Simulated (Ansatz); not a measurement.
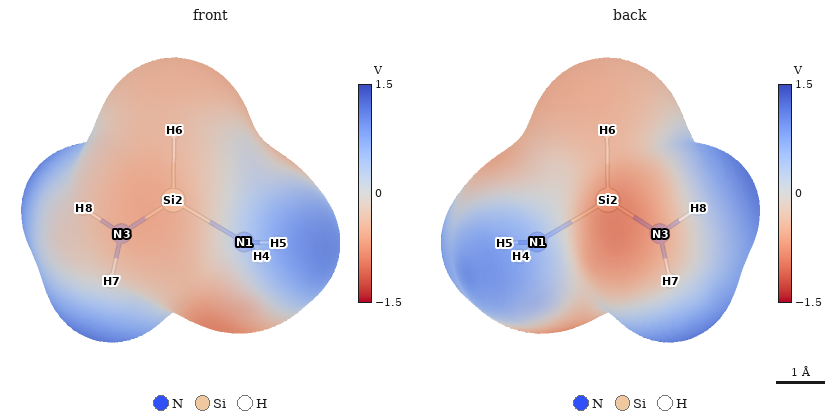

*H$_{5}$N$_{2}$Si (SMILES N[SiH]N) (doublet). The electrostatic potential painted on the density surface at 0.001 e/bohr³, seen from the front and from behind; the colour scale runs from red (negative) to blue (positive).*

The calculation used UKS B3LYP-D4/def2-SVP (Ansatz 0.2.0).

The calculation's input:

```
crystal:
  periodic: [false, false, false]
  atoms:
    - { symbol: "N", position_ang: [-0.7911, 0.4653, -0.9103] }
    - { symbol: Si, position_ang: [0.6647, 0.5567, -0.1631] }
    - { symbol: "N", position_ang: [0.4645, -0.9918, 0.4685] }
    - { symbol: H, position_ang: [-1.3267, -0.12, -0.3662] }
    - { symbol: H, position_ang: [-1.2922, 1.4065, -0.8348] }
    - { symbol: H, position_ang: [0.5126, 1.4955, 0.9715] }
    - { symbol: H, position_ang: [0.5226, -1.6627, -0.2776] }
    - { symbol: H, position_ang: [1.3376, -1.2067, 1.0563] }
magnetization:
  spin_polarized: true
  initial_magnetization: 1
basis:
  gaussian: { orbitals: def2-SVP }
hamiltonian:
  xc: b3lyp
  dispersion: d4
relax:
  f_tol: 0.015
  max_steps: 40
output:
  orbitals: {}
```

Command:

```sh
ansatz run input.yaml --threads 1 --pin off --max-ram 2048MiB --backend cpu --events-out ev --progress --plain --runs-dir out
```

The fields are those of the relaxed geometry.

> Describe the electrostatic potential map.

The most negative region (about −0.9 V) lies over N3, the most positive (about +1.1 V) over H5, H7 and H8.
